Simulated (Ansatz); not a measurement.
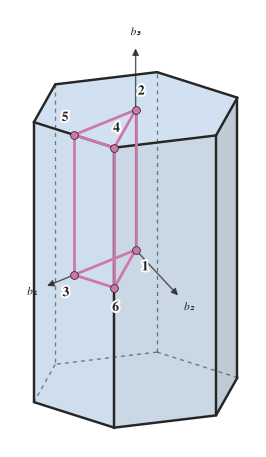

Crystal: Y₃F, coordinates from a relaxation with DFT PBE, scalar-relativistic, plane waves, PAW in Ansatz 0.2.0; the starting structure was generated, so it need not be a known form of this composition. The first Brillouin zone of a primitive hexagonal lattice (hP; extended symbol hP2) is drawn with its special points numbered. The drawing is computed from the coordinates (standard cell, symmetry found to 0.002 Å).

a = 6.267 Å, b = 6.267 Å, c = 3.362 Å, α = 90.00°, β = 90.00°, γ = 120.00°.

Labels and path follow the convention of Hinuma et al. (2017), as computed by seekpath; the arrows show the directions of the reciprocal primitive vectors b₁, b₂, b₃, in which coordinates are given.

Give the label and coordinates of each numbered point.

```
no.  label      coordinates
  1      Γ        (0, 0, 0)
  2      A      (0, 0, 1/2)
  3      M      (1/2, 0, 0)
  4      H  (1/3, 1/3, 1/2)
  5      L    (1/2, 0, 1/2)
  6      K    (1/3, 1/3, 0)
```
